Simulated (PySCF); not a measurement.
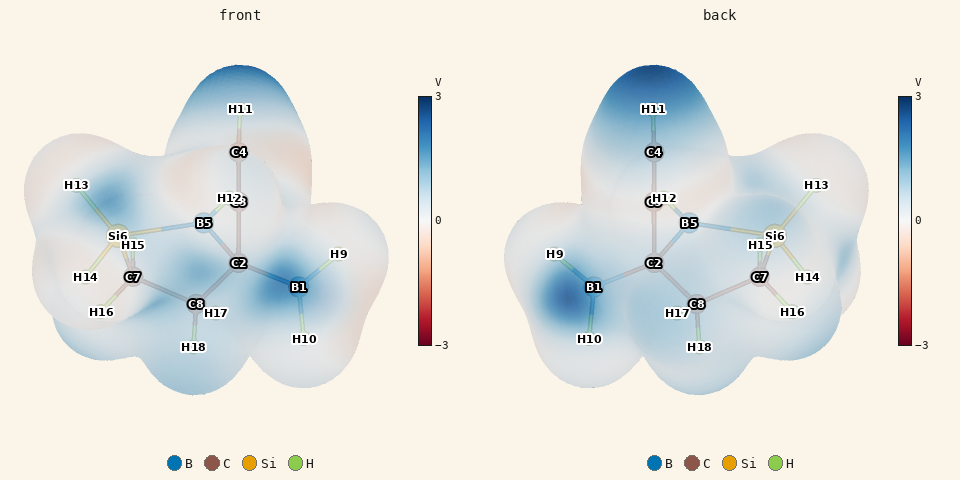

Figure. C₅H₁₀B₂Si (SMILES B[C@]1(C#C)B[SiH2]CC1). The molecular electrostatic potential painted on the density surface at 0.004 e/bohr³, seen from the front and from behind; red is negative and blue positive.

Geometry: GFN2-xTB.

Theory: wB97X-D/def2-SVPD, SCF density, gas phase in PySCF.

```csv
atom,x (Å),y (Å),z (Å)
B,-0.0726,-2.3412,0.6761
C,0.0481,-0.9115,0.1261
C,1.3933,-0.4434,-0.1742
C,2.4931,-0.0533,-0.4895
B,0.4044,0.1492,1.2785
Si,-0.4577,1.8166,0.7213
C,-0.8843,1.1474,-1.0229
C,-0.9760,-0.3739,-0.8826
H,0.8637,-2.9005,1.1020
H,-1.1271,-2.8499,0.7153
H,3.4592,0.2476,-0.7723
H,0.9547,-0.1675,2.2614
H,0.2969,3.0740,0.5817
H,-1.7125,2.1806,1.4080
H,-0.0823,1.4005,-1.7191
H,-1.8044,1.5416,-1.4508
H,-0.8358,-0.8634,-1.8519
H,-1.9693,-0.6465,-0.5190
```

**Where is the surface potential most negative and most positive?**

The most negative region (about −0.4 V) lies over C3 and C4, the most positive (about +2.6 V) over B1 and H11.
